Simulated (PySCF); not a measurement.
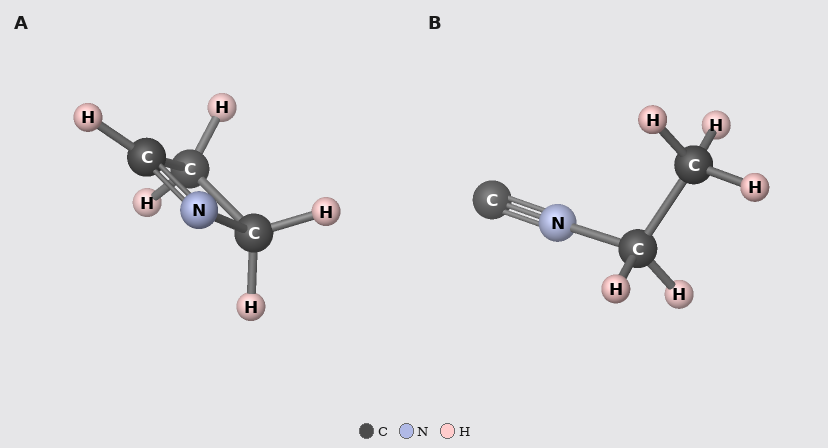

2 stationary structures of one formula. Geometries: PBE0-D3(BJ)/def2-TZVP. Electronic energies: B97-2/pcSseg-2 (PySCF 2.14.0), without zero-point energy. No frequency run is at hand to confirm each as a minimum.

### Which is lowest in energy, and by how much?

B is lowest; A lies 0.367 eV above it. A is `C1=NCC1`, B is `[C-]#[N+]CC`.

Give E(B) − E(A) in eV at these levels too: KT3/pcSseg-2; PBE0-D3(BJ)/def2-TZVP; ωB97X-D/pcSseg-2; B97-2/pcSseg-2; PBE0/pcSseg-2.

```
                level  E(B) − E(A) (eV)
         KT3/pcSseg-2            −0.170
PBE0-D3(BJ)/def2-TZVP            −0.282
     ωB97X-D/pcSseg-2            −0.406
       B97-2/pcSseg-2            −0.367
        PBE0/pcSseg-2            −0.272
```
